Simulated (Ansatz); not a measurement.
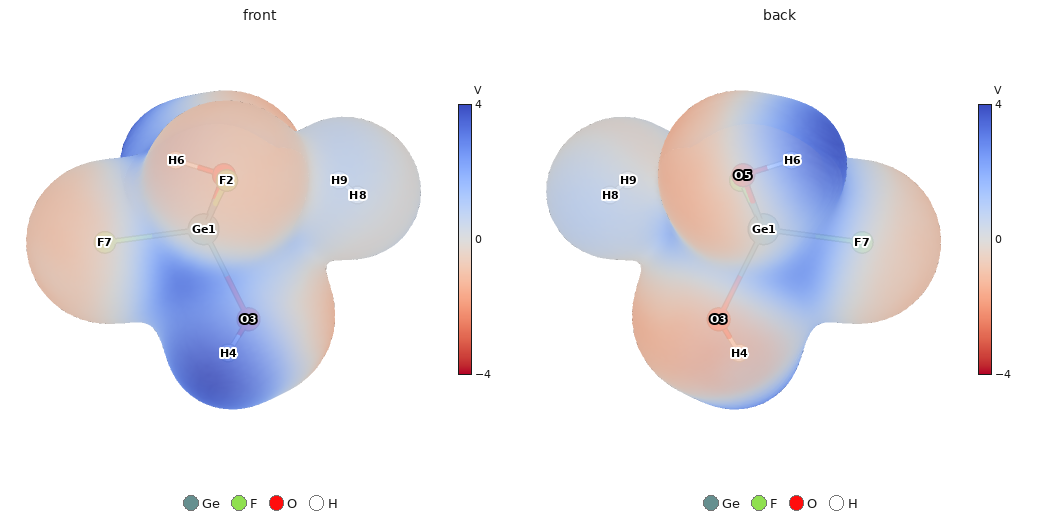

The picture shows: F2GeH2O2···H2. The electrostatic potential painted on the density surface at 0.004 e/bohr³, seen from the front and from behind; the colour scale runs from red (negative) to blue (positive).

Not at a stationary point (largest force 1.9 eV/Å).

Theory: Ansatz 0.2.0, RKS PBE/def2-SVP.

```xyz
9

Ge   -0.0713   -0.1181   -0.0375
F    -0.0241   -0.2831    1.6657
O     1.5365   -0.1727   -0.7565
H     1.9218   -1.0646   -0.6493
O    -0.9211    1.3467   -0.5237
H    -1.7661    1.0914   -0.9435
F    -0.9777   -1.5180   -0.5605
H     1.2309    2.0333    1.0881
H     1.0067    1.5798    1.6030
```

Where is the surface potential most negative and most positive?

The most negative region (about −1.3 V) lies over O3 and O5, the most positive (about +3.7 V) over H4 and H6.
